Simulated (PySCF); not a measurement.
# CrF4: ligand-field states

What do calculations give for the ligand-field states of CrF4?

Computed with PySCF 2.14.0 and routines of our own; the level stands in each step. Atoms count from 0.

### 1 The system as given

5 atoms, charge 0, states of the metal's open shell are computed; geometry from: model geometry, bond lengths from ionic radii.

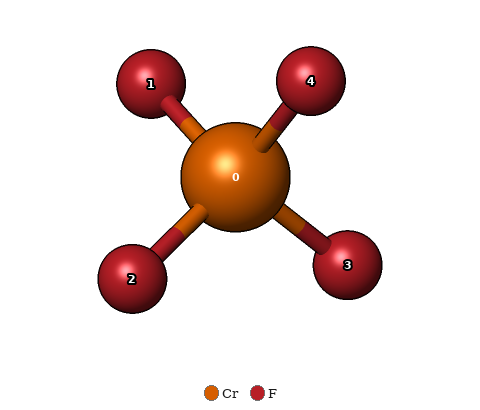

The starting geometry (chromium orange, fluorine red); sticks join atoms by distance alone.

### 2 Ligand-field states: state-averaged CASSCF

Job settings and geometry (Å):

```
{"job": {"kind": "lf", "basis": {"metal": "x2c-TZVPall", "ligand": "x2c-SVPall"}, "nevpt": true}, "charge": 0, "metal": "Cr", "open_shell": "d2"}
Cr     0.000000     0.000000     0.000000
F      0.998816     0.998816     0.998816
F     -0.998816    -0.998816     0.998816
F     -0.998816     0.998816    -0.998816
F      0.998816    -0.998816    -0.998816
```

Level: state-averaged CASSCF of the metal d shell, SC-NEVPT2 on the averaged canonical orbitals, state-interaction spin-orbit coupling.

Launch:

```console
OMP_NUM_THREADS=1 python lf_run.py task.json out
```

The driver reads the jobs from task.json and runs them one after another.

The log of the run:

```text
basis functions 104, electrons 60, active (2e, 5o)
stage 1: DIIS on the effective Fock matrix, level shift 0.30
cycle   1  E = -1446.9935262094  dE = -1.447e+03  max|g| = 4.794e-01
cycle   2  E = -1445.2772049150  dE =  1.716e+00  max|g| = 1.380e+00
cycle   3  E = -1446.7684139536  dE = -1.491e+00  max|g| = 8.098e-01
cycle   4  E = -1447.0367742306  dE = -2.684e-01  max|g| = 8.334e-01
cycle   5  E = -1447.2827317239  dE = -2.460e-01  max|g| = 3.099e-01
cycle   6  E = -1447.3426246478  dE = -5.989e-02  max|g| = 1.365e-01
cycle   7  E = -1447.3300058375  dE =  1.262e-02  max|g| = 1.863e-01
cycle   8  E = -1447.3573423266  dE = -2.734e-02  max|g| = 6.544e-02
cycle   9  E = -1447.3370856645  dE =  2.026e-02  max|g| = 1.416e-01
cycle  10  E = -1447.3334045289  dE =  3.681e-03  max|g| = 1.699e-01
cycle  11  E = -1447.3247699813  dE =  8.635e-03  max|g| = 1.886e-01
cycle  12  E = -1447.3313542325  dE = -6.584e-03  max|g| = 1.550e-01
cycle  13  E = -1447.3301318426  dE =  1.222e-03  max|g| = 1.830e-01
cycle  14  E = -1447.3277512884  dE =  2.381e-03  max|g| = 1.940e-01
cycle  15  E = -1447.3065421072  dE =  2.121e-02  max|g| = 2.466e-01
stage 2: quasi-Newton rotations from the point of smallest gradient
cycle  18  E = -1447.3601437246  dE = -2.801e-03  max|g| = 2.078e-02
cycle  19  E = -1447.3606289302  dE = -4.852e-04  max|g| = 1.964e-03
cycle  20  E = -1447.3606345431  dE = -5.613e-06  max|g| = 4.592e-04
cycle  21  E = -1447.3606351043  dE = -5.613e-07  max|g| = 1.966e-04
cycle  22  E = -1447.3606351687  dE = -6.442e-08  max|g| = 6.081e-05
cycle  23  E = -1447.3606351797  dE = -1.097e-08  max|g| = 1.948e-05
cycle  24  E = -1447.3606351803  dE = -6.351e-10  max|g| = 6.097e-06
converged average energy = -1447.3606351803

 mult deg   label        CASSCF/cm-1   NEVPT2/cm-1
   3   1   3A2                 0.0           0.0
   3   3   3T2             11208.8       12953.4
   1   2   1E              15358.9       13405.1
   3   3   3T1             17939.2       19880.1
   1   1   1A1             25812.0       23237.7
   1   3   1T2             25905.1       25483.2
   1   3   1T1             30113.8       29218.5
   3   3   3T1             30033.6       29482.6
   1   2   1E              37652.1       38449.7
   1   3   1T2             40050.4       39944.0
   1   1   1A1             64153.6       57563.4

spin-orbit levels / cm-1
      0.00  x3  3A2 1.00
  12810.73  x2  3T2 0.76 1E 0.23
  12874.10  x1  3T2 1.00
  12918.97  x3  3T2 1.00
  13005.19  x3  3T2 1.00
  13582.86  x2  1E 0.76 3T2 0.23
  19759.29  x3  3T1 1.00
  19781.04  x2  3T1 1.00
  20032.43  x3  3T1 1.00
  20138.13  x1  3T1 0.99
  23273.86  x1  1A1 0.99
  25470.50  x3  1T2 0.99
  29186.90  x3  1T1 0.82 3T1 0.18
  29309.38  x1  3T1 1.00
  29455.14  x3  3T1 0.82 1T1 0.18
  29592.42  x2  3T1 1.00
  29618.51  x3  3T1 0.99
  38469.64  x2  1E 1.00
  39962.43  x3  1T2 1.00
  57587.49  x1  1A1 1.00
```

Run time: 4.9 s. Hardware: 1 thread of Arm Neoverse V1, shared host; peak memory 0.28 GiB.

In short:

| quantity | value |
| --- | --- |
| spin-orbit constant ζ | 245 cm⁻¹ |

Powder susceptibility:

| T (K) | χT (cm³ K/mol) | μ(eff) |
| --- | --- | --- |
| 2 | 0.938 | 2.74 |
| 5 | 0.938 | 2.74 |
| 10 | 0.939 | 2.74 |
| 20 | 0.940 | 2.74 |
| 30 | 0.941 | 2.74 |
| 50 | 0.943 | 2.75 |
| 75 | 0.945 | 2.75 |
| 100 | 0.948 | 2.75 |
| 150 | 0.953 | 2.76 |
| 200 | 0.959 | 2.77 |
| 250 | 0.964 | 2.78 |
| 300 | 0.969 | 2.78 |

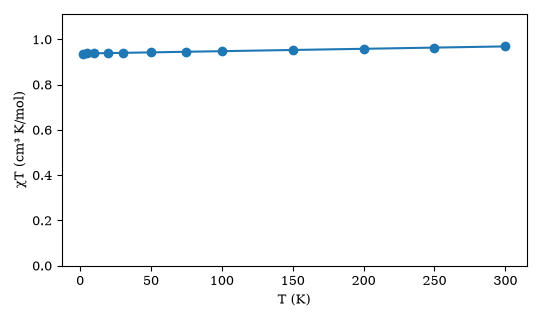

χT against temperature.

The fields below are evaluated on a grid from the run's orbitals.

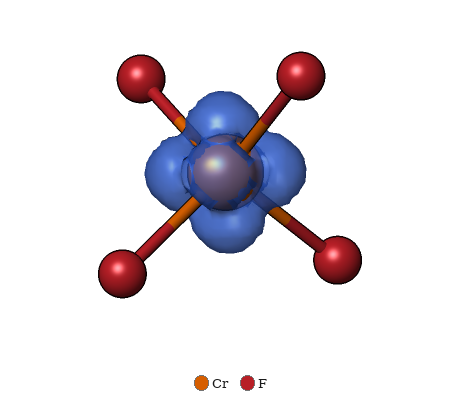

Spin density at ±0.3 e/Å³ (alpha excess blue, beta excess red).

In these pictures sticks join atoms by distance alone, so bonds to metals can be missing or extra.

### 3 Ligand-field states: state-averaged CASSCF (angle to the S4 axis at 45°)

Job settings and geometry (Å):

```
{"job": {"kind": "lf", "basis": {"metal": "x2c-TZVPall", "ligand": "x2c-SVPall"}, "nevpt": true, "reuse": true}, "charge": 0, "metal": "Cr", "open_shell": "d2"}
Cr     0.000000     0.000000     0.000000
F      0.865000     0.865000     1.223295
F     -0.865000    -0.865000     1.223295
F     -0.865000     0.865000    -1.223295
F      0.865000    -0.865000    -1.223295
```

Method: state-averaged CASSCF of the metal d shell, SC-NEVPT2 on the averaged canonical orbitals, state-interaction spin-orbit coupling.

The log of the run:

```text
basis functions 104, electrons 60, active (2e, 5o)
start from the orbitals of the previous structure
stage 1: DIIS on the effective Fock matrix, level shift 0.30
cycle   1  E = -1445.3546561041  dE = -1.445e+03  max|g| = 2.907e+00
cycle   2  E = -1447.1827086120  dE = -1.828e+00  max|g| = 5.465e-01
cycle   3  E = -1447.3026597862  dE = -1.200e-01  max|g| = 1.593e-01
cycle   4  E = -1447.2906578879  dE =  1.200e-02  max|g| = 2.045e-01
cycle   5  E = -1447.3117766737  dE = -2.112e-02  max|g| = 1.603e-01
cycle   6  E = -1447.3358545538  dE = -2.408e-02  max|g| = 6.282e-02
cycle   7  E = -1447.3371375823  dE = -1.283e-03  max|g| = 5.228e-02
cycle   8  E = -1447.3370618126  dE =  7.577e-05  max|g| = 4.380e-02
cycle   9  E = -1447.3370415264  dE =  2.029e-05  max|g| = 5.039e-02
cycle  10  E = -1447.3378551368  dE = -8.136e-04  max|g| = 4.510e-02
cycle  11  E = -1447.3383427286  dE = -4.876e-04  max|g| = 3.939e-02
cycle  12  E = -1447.3384174448  dE = -7.472e-05  max|g| = 3.292e-02
cycle  13  E = -1447.3380856831  dE =  3.318e-04  max|g| = 3.186e-02
cycle  14  E = -1447.3377445100  dE =  3.412e-04  max|g| = 3.639e-02
cycle  15  E = -1447.3374741940  dE =  2.703e-04  max|g| = 4.082e-02
cycle  16  E = -1447.3370034045  dE =  4.708e-04  max|g| = 4.611e-02
stage 2: quasi-Newton rotations from the point of smallest gradient
cycle  18  E = -1447.3390115839  dE = -9.259e-04  max|g| = 2.562e-02
cycle  19  E = -1447.3395044552  dE = -4.929e-04  max|g| = 6.633e-03
cycle  20  E = -1447.3395388016  dE = -3.435e-05  max|g| = 9.107e-04
cycle  21  E = -1447.3395408263  dE = -2.025e-06  max|g| = 2.808e-04
cycle  22  E = -1447.3395409888  dE = -1.625e-07  max|g| = 9.671e-05
cycle  23  E = -1447.3395410165  dE = -2.772e-08  max|g| = 3.886e-05
cycle  24  E = -1447.3395410198  dE = -3.346e-09  max|g| = 9.889e-06
converged average energy = -1447.3395410198

 mult deg   label        CASSCF/cm-1   NEVPT2/cm-1
   3   1   3B1                 0.0           0.0
   3   1   3B2              6282.1        7246.9
   3   1   3A2             11201.7       10408.6
   1   1   1A1             13823.7       11648.3
   1   1   1B1             15072.1       13053.6
   3   2   3E              12634.1       15080.1
   1   1   1A2             20349.1       18657.7
   1   1   1B2             20969.2       19834.0
   3   2   3E              17543.7       20864.1
   1   1   1A1             22617.1       21423.9
   1   2   1E              26660.8       26923.8
   3   2   3E              30866.2       29753.6
   1   1   1A1             32298.5       30683.1
   1   2   1E              34683.0       34545.3
   3   1   3A2             33525.9       36235.0
   1   2   1E              36582.2       36580.2
   1   1   1B1             44025.8       46128.7
   1   1   1B2             46064.7       47213.7
   1   1   1A1             65724.2       60420.4

spin-orbit levels / cm-1
      0.00  x2  3B1 1.00
      4.12  x1  3B1 1.00
   7242.53  x1  3B2 1.00
   7266.26  x2  3B2 1.00
  10306.27  x1  3A2 0.93 1A1 0.07
  10418.82  x2  3A2 1.00
  11745.59  x1  1A1 0.93 3A2 0.07
  13040.42  x1  1B1 0.98
  14934.51  x1  3E 1.00
  14966.91  x1  3E 0.98
  15098.90  x2  3E 1.00
  15233.29  x1  3E 1.00
  15260.25  x1  3E 0.99
  18668.43  x1  1A2 0.99
  19814.57  x1  1B2 0.97 3E 0.03
  20841.44  x1  3E 1.00
  20845.27  x1  3E 0.85 1A1 0.15
  20867.83  x1  3E 0.97 1B2 0.03
  20876.88  x2  3E 1.00
  20958.89  x1  3E 0.99
  21544.03  x1  1A1 0.85 3E 0.15
  26930.92  x2  1E 0.99
  29631.06  x1  3E 0.98
  29655.41  x1  3E 1.00
  29783.05  x2  3E 0.99
  29887.19  x1  3E 1.00
  29891.40  x1  3E 1.00
  30720.78  x1  1A1 0.98
  34546.17  x2  1E 0.99
  36258.96  x1  3A2 1.00
```

It took 3.4 s on 1 thread of Arm Neoverse V1, shared host; peak memory 0.27 GiB.

In short:

| quantity | value |
| --- | --- |
| spin-orbit constant ζ | 246 cm⁻¹ |

Powder susceptibility:

| T (K) | χT (cm³ K/mol) | μ(eff) |
| --- | --- | --- |
| 2 | 0.726 | 2.41 |
| 20 | 0.922 | 2.72 |
| 100 | 0.938 | 2.74 |
| 300 | 0.964 | 2.78 |

### 4 Ligand-field states: state-averaged CASSCF (angle to the S4 axis at 50°)

Job settings and geometry (Å):

```
{"job": {"kind": "lf", "basis": {"metal": "x2c-TZVPall", "ligand": "x2c-SVPall"}, "nevpt": true, "reuse": true}, "charge": 0, "metal": "Cr", "open_shell": "d2"}
Cr     0.000000     0.000000     0.000000
F      0.937098     0.937098     1.112023
F     -0.937098    -0.937098     1.112023
F     -0.937098     0.937098    -1.112023
F      0.937098    -0.937098    -1.112023
```

Method: state-averaged CASSCF of the metal d shell, SC-NEVPT2 on the averaged canonical orbitals, state-interaction spin-orbit coupling.

The log of the run:

```text
basis functions 104, electrons 60, active (2e, 5o)
start from the orbitals of the previous structure
stage 1: DIIS on the effective Fock matrix, level shift 0.30
cycle   1  E = -1446.7498899448  dE = -1.447e+03  max|g| = 1.436e+00
cycle   2  E = -1447.3091997784  dE = -5.593e-01  max|g| = 3.007e-01
cycle   3  E = -1447.3495246748  dE = -4.032e-02  max|g| = 8.990e-02
cycle   4  E = -1447.3521083046  dE = -2.584e-03  max|g| = 5.899e-02
cycle   5  E = -1447.3539320282  dE = -1.824e-03  max|g| = 4.767e-02
cycle   6  E = -1447.3558870333  dE = -1.955e-03  max|g| = 1.623e-02
cycle   7  E = -1447.3561117179  dE = -2.247e-04  max|g| = 1.107e-02
cycle   8  E = -1447.3561971375  dE = -8.542e-05  max|g| = 6.169e-03
cycle   9  E = -1447.3562229454  dE = -2.581e-05  max|g| = 4.539e-03
cycle  10  E = -1447.3562275963  dE = -4.651e-06  max|g| = 3.827e-03
cycle  11  E = -1447.3562307630  dE = -3.167e-06  max|g| = 3.493e-03
cycle  12  E = -1447.3562338185  dE = -3.056e-06  max|g| = 2.971e-03
cycle  13  E = -1447.3562358120  dE = -1.993e-06  max|g| = 2.822e-03
cycle  14  E = -1447.3562372022  dE = -1.390e-06  max|g| = 2.182e-03
cycle  15  E = -1447.3562381316  dE = -9.294e-07  max|g| = 1.997e-03
cycle  16  E = -1447.3562382967  dE = -1.651e-07  max|g| = 2.023e-03
cycle  17  E = -1447.3562382841  dE =  1.267e-08  max|g| = 2.147e-03
cycle  18  E = -1447.3562383037  dE = -1.962e-08  max|g| = 2.179e-03
cycle  19  E = -1447.3562383205  dE = -1.679e-08  max|g| = 2.184e-03
cycle  20  E = -1447.3562383082  dE =  1.232e-08  max|g| = 2.236e-03
cycle  21  E = -1447.3562386611  dE = -3.529e-07  max|g| = 2.114e-03
cycle  22  E = -1447.3562392435  dE = -5.824e-07  max|g| = 1.660e-03
cycle  23  E = -1447.3562408411  dE = -1.598e-06  max|g| = 9.844e-04
cycle  24  E = -1447.3562408407  dE =  3.065e-10  max|g| = 9.288e-04
cycle  25  E = -1447.3562406619  dE =  1.789e-07  max|g| = 9.578e-04
cycle  26  E = -1447.3562405318  dE =  1.301e-07  max|g| = 1.011e-03
stage 2: quasi-Newton rotations from the point of smallest gradient
cycle  28  E = -1447.3562413810  dE = -5.402e-07  max|g| = 8.107e-04
cycle  29  E = -1447.3562418221  dE = -4.412e-07  max|g| = 2.121e-04
cycle  30  E = -1447.3562418449  dE = -2.274e-08  max|g| = 4.503e-05
cycle  31  E = -1447.3562418495  dE = -4.658e-09  max|g| = 3.260e-05
cycle  32  E = -1447.3562418501  dE = -5.991e-10  max|g| = 5.970e-06
converged average energy = -1447.3562418501

 mult deg   label        CASSCF/cm-1   NEVPT2/cm-1
   3   1   3B1                 0.0           0.0
   3   1   3B2              8684.8       10054.6
   1   1   1A1             15008.3       12985.3
   1   1   1B1             15257.6       13260.5
   3   2   3E              12222.2       14204.1
   3   1   3A2             15297.8       15538.4
   3   2   3E              18187.5       20951.6
   1   1   1B2             23450.1       22683.2
   1   1   1A1             25349.5       23214.6
   1   1   1A2             25290.9       23915.9
   1   2   1E              26663.6       26463.7
   3   2   3E              30149.7       29010.7
   1   2   1E              32583.3       32031.0
   3   1   3A2             31383.7       32561.0
   1   1   1A1             34025.3       33884.1
   1   2   1E              38258.9       38074.7
   1   1   1B1             41099.3       42411.0
   1   1   1B2             43279.8       43664.2
   1   1   1A1             64681.3       58487.2

spin-orbit levels / cm-1
      0.00  x2  3B1 1.00
      1.58  x1  3B1 1.00
  10036.61  x1  3B2 0.99
  10067.81  x2  3B2 1.00
  12883.57  x1  1A1 0.93 3E 0.05
  13227.31  x1  1B1 0.93 3E 0.06
  14122.87  x1  3E 1.00
  14176.79  x1  3E 0.94 1B1 0.06
  14201.49  x2  3E 0.99
  14299.45  x1  3E 1.00
  14341.82  x1  3E 0.93 1A1 0.06
  15564.34  x2  3A2 0.99
  15606.31  x1  3A2 0.97
  20849.52  x1  3E 0.99
  20872.98  x1  3E 1.00
  20967.43  x2  3E 1.00
  21057.78  x1  3E 0.98
  21074.71  x1  3E 1.00
  22697.06  x1  1B2 0.99
  23257.52  x1  1A1 0.98
  23940.84  x1  1A2 1.00
  26453.58  x2  1E 0.99
  28909.14  x1  3E 1.00
  28916.88  x1  3E 1.00
  29044.89  x2  3E 0.99
  29138.69  x1  3E 1.00
  29150.40  x1  3E 1.00
  32006.86  x2  1E 0.93 3A2 0.06
  32583.47  x1  3A2 1.00
  32630.45  x2  3A2 0.93 1E 0.07
```

It took 3.8 s on 1 thread of Arm Neoverse V1, shared host; peak memory 0.27 GiB.

In short:

| quantity | value |
| --- | --- |
| spin-orbit constant ζ | 245 cm⁻¹ |

Powder susceptibility:

| T (K) | χT (cm³ K/mol) | μ(eff) |
| --- | --- | --- |
| 2 | 0.881 | 2.65 |
| 20 | 0.936 | 2.74 |
| 100 | 0.946 | 2.75 |
| 300 | 0.968 | 2.78 |

### 5 Ligand-field states: state-averaged CASSCF (angle to the S4 axis at 60°)

Job settings and geometry (Å):

```
{"job": {"kind": "lf", "basis": {"metal": "x2c-TZVPall", "ligand": "x2c-SVPall"}, "nevpt": true, "reuse": true}, "charge": 0, "metal": "Cr", "open_shell": "d2"}
Cr     0.000000     0.000000     0.000000
F      1.059404     1.059404     0.865000
F     -1.059404    -1.059404     0.865000
F     -1.059404     1.059404    -0.865000
F      1.059404    -1.059404    -0.865000
```

With the program's defaults for keys left out, this is: state-averaged CASSCF of the metal d shell, SC-NEVPT2 on the averaged canonical orbitals, state-interaction spin-orbit coupling.

The log of the run:

```text
basis functions 104, electrons 60, active (2e, 5o)
start from the orbitals of the previous structure
stage 1: DIIS on the effective Fock matrix, level shift 0.30
cycle   1  E = -1445.4950166086  dE = -1.445e+03  max|g| = 2.463e+00
cycle   2  E = -1447.1935122989  dE = -1.698e+00  max|g| = 4.307e-01
cycle   3  E = -1447.3188266275  dE = -1.253e-01  max|g| = 1.559e-01
cycle   4  E = -1447.3067052467  dE =  1.212e-02  max|g| = 2.408e-01
cycle   5  E = -1447.3312896465  dE = -2.458e-02  max|g| = 1.496e-01
cycle   6  E = -1447.3534607222  dE = -2.217e-02  max|g| = 5.092e-02
cycle   7  E = -1447.3547575544  dE = -1.297e-03  max|g| = 4.797e-02
cycle   8  E = -1447.3544927026  dE =  2.649e-04  max|g| = 4.960e-02
cycle   9  E = -1447.3542125420  dE =  2.802e-04  max|g| = 5.572e-02
cycle  10  E = -1447.3541013702  dE =  1.112e-04  max|g| = 5.826e-02
cycle  11  E = -1447.3541006540  dE =  7.162e-07  max|g| = 5.811e-02
cycle  12  E = -1447.3541456797  dE = -4.503e-05  max|g| = 5.769e-02
cycle  13  E = -1447.3541265185  dE =  1.916e-05  max|g| = 5.654e-02
cycle  14  E = -1447.3539615708  dE =  1.649e-04  max|g| = 5.481e-02
cycle  15  E = -1447.3544767487  dE = -5.152e-04  max|g| = 4.296e-02
cycle  16  E = -1447.3545418075  dE = -6.506e-05  max|g| = 3.466e-02
cycle  17  E = -1447.3544738071  dE =  6.800e-05  max|g| = 3.171e-02
cycle  18  E = -1447.3544417491  dE =  3.206e-05  max|g| = 3.851e-02
cycle  19  E = -1447.3543991501  dE =  4.260e-05  max|g| = 4.076e-02
cycle  20  E = -1447.3546213395  dE = -2.222e-04  max|g| = 3.813e-02
cycle  21  E = -1447.3548802881  dE = -2.589e-04  max|g| = 3.519e-02
cycle  22  E = -1447.3547930929  dE =  8.720e-05  max|g| = 3.845e-02
cycle  23  E = -1447.3545343237  dE =  2.588e-04  max|g| = 4.219e-02
cycle  24  E = -1447.3547779830  dE = -2.437e-04  max|g| = 3.647e-02
cycle  25  E = -1447.3547269646  dE =  5.102e-05  max|g| = 3.491e-02
cycle  26  E = -1447.3544625648  dE =  2.644e-04  max|g| = 4.798e-02
stage 2: quasi-Newton rotations from the point of smallest gradient
cycle  28  E = -1447.3557553739  dE = -1.282e-03  max|g| = 1.754e-02
cycle  29  E = -1447.3560627888  dE = -3.074e-04  max|g| = 9.284e-03
cycle  30  E = -1447.3561538772  dE = -9.109e-05  max|g| = 1.564e-03
cycle  31  E = -1447.3561571169  dE = -3.240e-06  max|g| = 6.931e-04
cycle  32  E = -1447.3561581053  dE = -9.884e-07  max|g| = 2.136e-04
cycle  33  E = -1447.3561581906  dE = -8.533e-08  max|g| = 9.609e-05
cycle  34  E = -1447.3561582032  dE = -1.256e-08  max|g| = 2.219e-05
cycle  35  E = -1447.3561582039  dE = -6.812e-10  max|g| = 8.717e-06
converged average energy = -1447.3561582039

 mult deg   label        CASSCF/cm-1   NEVPT2/cm-1
   3   1   3B1                 0.0           0.0
   3   2   3E               9387.3       10940.2
   1   1   1A1             14856.3       12652.0
   1   1   1B1             15357.5       13486.5
   3   1   3B2             14274.9       16445.0
   3   2   3E              16717.7       17735.3
   3   1   3A2             17277.9       20345.7
   1   2   1E              23896.9       23203.0
   1   1   1A1             25601.9       23406.0
   1   2   1E              27648.1       26644.6
   1   1   1B2             28275.7       28271.1
   3   1   3A2             31436.5       30123.6
   3   2   3E              30558.4       31073.7
   1   1   1B1             33191.6       33624.9
   1   1   1A2             35502.0       35312.1
   1   1   1B2             36321.3       35877.4
   1   1   1A1             41067.9       41575.8
   1   2   1E              41835.9       42092.6
   1   1   1A1             65292.3       59490.9

spin-orbit levels / cm-1
      0.00  x1  3B1 1.00
      1.52  x2  3B1 1.00
  10875.43  x1  3E 0.96 1A1 0.04
  10932.20  x1  3E 1.00
  10947.60  x1  3E 1.00
  10951.11  x2  3E 1.00
  10958.12  x1  3E 1.00
  12723.83  x1  1A1 0.96 3E 0.04
  13449.11  x1  1B1 0.98
  16436.22  x2  3B2 0.98
  16440.08  x1  3B2 0.96 3E 0.03
  17609.97  x1  3E 1.00
  17678.75  x1  3E 0.96 3B2 0.03
  17765.86  x2  3E 0.98
  17883.07  x1  3E 0.99
  17893.79  x1  3E 1.00
  20357.19  x2  3A2 0.99
  20370.69  x1  3A2 0.99
  23224.39  x2  1E 0.99
  23432.85  x1  1A1 0.99
  26655.33  x2  1E 1.00
  28239.94  x1  1B2 0.98
  30111.72  x1  3A2 0.97 3E 0.03
  30129.25  x2  3A2 0.98
  31029.40  x1  3E 1.00
  31058.72  x1  3E 0.97 3A2 0.03
  31116.93  x2  3E 0.98
  31152.97  x1  3E 1.00
  31198.73  x1  3E 0.98
  33646.76  x1  1B1 1.00
```

Wall time 4.2 s (1 thread of Arm Neoverse V1, shared host); peak memory 0.27 GiB.

Key values:

| quantity | value |
| --- | --- |
| spin-orbit constant ζ | 246 cm⁻¹ |

Powder susceptibility:

| T (K) | χT (cm³ K/mol) | μ(eff) |
| --- | --- | --- |
| 2 | 0.865 | 2.63 |
| 20 | 0.935 | 2.73 |
| 100 | 0.945 | 2.75 |
| 300 | 0.968 | 2.78 |

(Part 1 of 2 ends here.)
